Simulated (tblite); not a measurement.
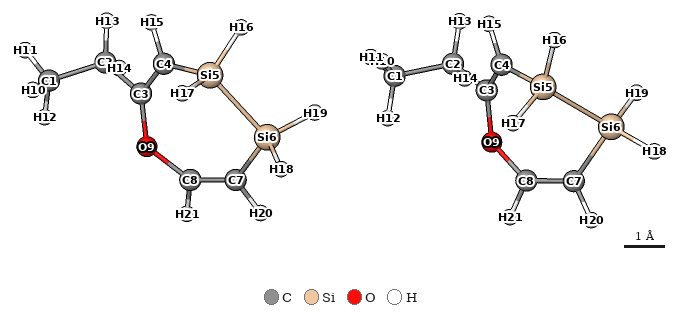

Two geometries of C6H12OSi2, drawn at one scale. One is the start of a relaxation, the other its converged end. Style: ball-and-stick. Shown at a tilt.

Level of theory: tblite 0.8.0, GFN2-xTB geometry optimisation, gas phase. 

**Which of the two is the end point?**

The right one is the relaxed one. The energy falls by 0.831 eV in 135 geometry steps. The largest move after the best rigid fit is that of H18, 1.18 Å. Largest moves by element: H 1.18 Å, Si 0.40 Å, C 0.29 Å, O 0.25 Å. Among the contacts that change: Si5–Si6 2.235 → 2.302 Å, C4–Si5 1.830 → 1.872 Å, C1–H12 1.122 → 1.087 Å, C8–O9 1.384 → 1.351 Å. Bond angles that change, for instance: Si6–Si5–H16 106.6° → 118.9°, C2–C3–O9 119.0° → 107.6°, Si5–Si6–H18 108.2° → 119.2°. Groups turn about C8–O9 by about 45°, Si6–C7 by about 40°, Si5–Si6 by about 35°. The run took 1.9 s on 1 thread of Intel(R) Xeon(R) Processor @ 2.70GHz, with other jobs on the host.
